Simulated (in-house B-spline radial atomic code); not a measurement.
**Be: RPA and GW calculation**

- system: Be, configuration [He] 2s2, inside a hard wall of radius 3 bohr.
- method: RPA, second-order and SOSEX correlation energies and G0W0 (contour deformation) on a non-relativistic mean field, all electrons, B-spline basis (in-house B-spline radial atomic code)

### Input
```
Z = 4
electrons = 4.0
configuration = [He] 2s2
hamiltonian = nr
method = pbe,pbe
lmax = 9
wall_radius = 3
spin_polarised = False
box_radius = 3
intervals = 37
```

Hardware: 1 CPU thread, shared host.

The run was one of a batch that the task file lists, launched with:
```bash
python <driver script> task.json out
```

The program writes its results to a structured record and prints no log; tables and figures of this report are taken from that record.

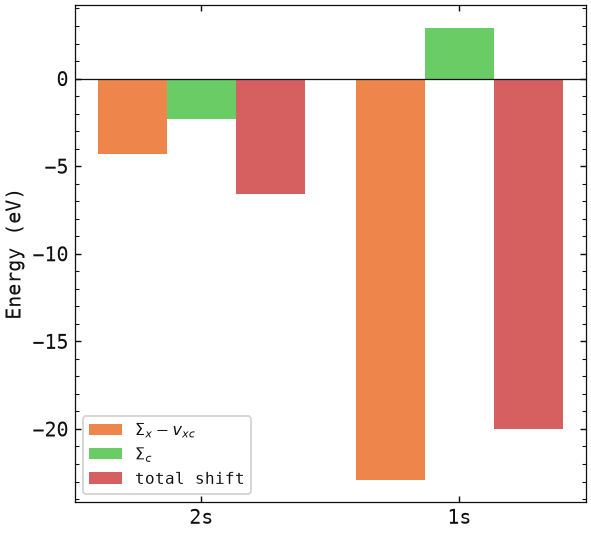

Fig. 1: Parts of the G₀W₀ correction to each level for neutral beryllium ([He] 2s²). All-electron spherical atom, non-relativistic, PBE start, no spin-orbit coupling, Breit or QED terms; computed with a B-spline radial code, inside a hard wall of radius 3 bohr. The quasi-particle equation is solved at full frequency; levels of low quasi-particle weight Z are left out. Σ columns are in eV, and Σc holds an estimate for the angular momenta beyond the basis. G₀W₀ moves the highest occupied level, 2s, from 8.28 to 1.68 eV (renormalisation factor Z = 0.91).

```
Level  Mean field (eV)  Σx − vxc (eV)  Σc (eV)     Z  G₀W₀ (eV)
   2s             8.28          −4.31    −2.29  0.91       1.68
   1s           −93.94         −22.90     2.90  0.93    −113.94
```

### Summary

- outcome: converged
- mean-field total energy: −13.94891 hartree
- total energy with exact exchange alone: −13.86069 hartree
- exact exchange energy: −2.93532 hartree
- RPA correlation, extrapolated in the angular momentum of the empty orbitals: −0.25097 hartree
- RPA correlation, as summed: −0.25061 hartree
- direct second-order term: −0.43079 hartree
- second-order exchange term: 0.21140 hartree
- SOSEX term: 0.12282 hartree
